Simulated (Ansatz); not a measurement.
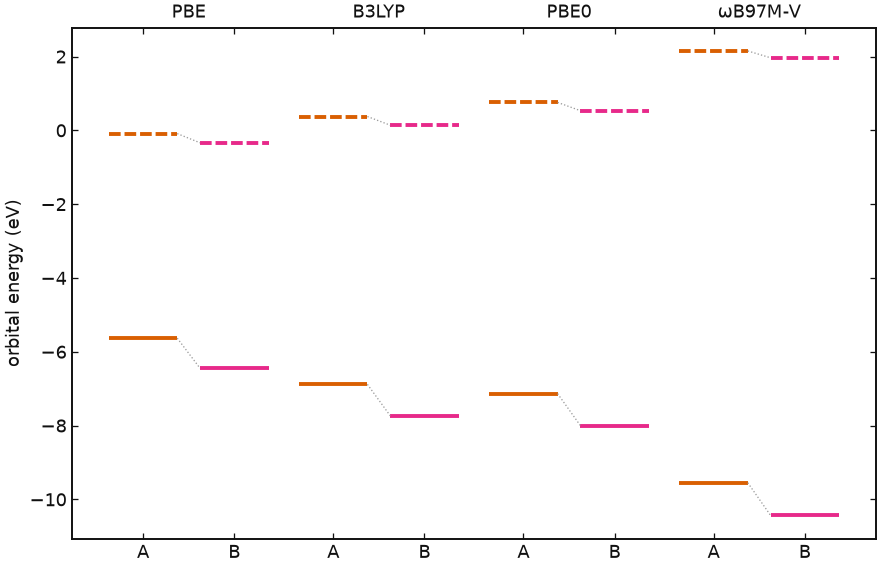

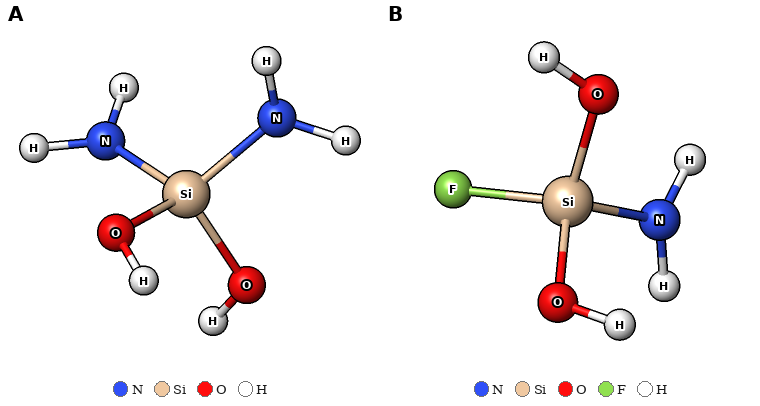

One change: A, SiN₂H₆O₂ (SMILES N[Si](N)(O)O), becomes B, SiNH₄O₂F (SMILES N[Si](O)(O)F). NH₂ on Si is replaced by F. HOMO (solid) and LUMO (dashed) computed in def2-TZVPP at PBE0-D4/def2-TZVP geometries, both minima by their frequencies, gas phase, the Ansatz code 0.2.0. Empty levels above zero depend strongly on the basis.

What does the change do to HOMO and LUMO?

Answer. PBE: the HOMO falls by 0.82 eV, the LUMO falls by 0.25 eV, and the separation goes from 5.54 to 6.11 eV. B3LYP: the HOMO falls by 0.85 eV, the LUMO falls by 0.23 eV, and the separation goes from 7.26 to 7.88 eV. PBE0: the HOMO falls by 0.87 eV, the LUMO falls by 0.22 eV, and the separation goes from 7.89 to 8.54 eV. ωB97M-V: the HOMO falls by 0.89 eV, the LUMO falls by 0.19 eV, and the separation goes from 11.70 to 12.40 eV.

Do the functionals agree on the effect?

Answer. They agree on the direction for both levels; the HOMO shift lies between −0.89 and −0.82 eV and the LUMO shift between −0.25 and −0.19 eV, while the separations themselves differ by up to 6.3 eV between functionals.
